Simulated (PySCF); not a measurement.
# BH6NOSi: the cost of one run

The runs use PySCF 2.14.0, with density-fitted response routines of our own; the level of theory stands in each step. All values are computed, except where a source is named. Atoms are numbered from 0 throughout.

### Step 1. The starting structure

10 atoms, charge 0, multiplicity 1; geometry from: GFN2-xTB. The atoms were then displaced at random by about 0.01 Å, so the start is not that level's minimum.

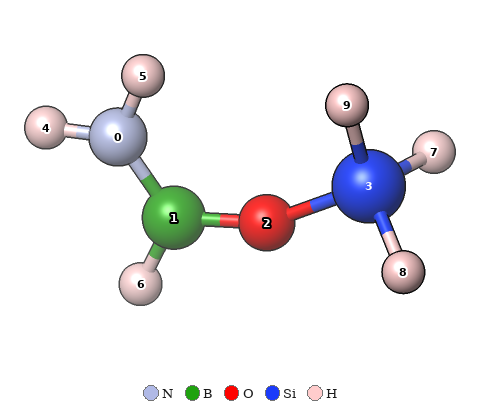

As it starts; nitrogen light blue, boron green, oxygen red, silicon blue, hydrogen pink, atoms numbered; sticks join atoms by distance.

### Step 2. Relaxing the molecule at PBE0-D3(BJ)/def2-SVP

What the job is given:

```
{"job": {"xc": "PBE0", "basis": "def2-SVP", "d3": "d3bj", "grid": 1, "shake": 0.01, "kind": "geom"}, "charge": 0, "multiplicity": 1}
N     -1.786110    -0.126610    -0.126600
B     -0.755620    -0.983220     0.110700
O      0.467930    -0.531590     0.346530
Si     1.650570     0.587380     0.572820
H     -2.752820    -0.398910    -0.320580
H     -1.690860     0.902480    -0.141440
H     -0.935920    -2.139930     0.105420
H      2.414630     0.643180    -0.665060
H      2.390620     0.116700     1.741500
H      1.048010     1.909600     0.870700
```

Run with:

```
OMP_NUM_THREADS=1 python probes_run.py task.json out
```

This one command runs all jobs of the session in turn.

**Question.** How long does this first job take on 1 thread of Arm Neoverse V1, shared host, and how much memory does it need?

About 30 s, with a peak of 0.37 GiB.
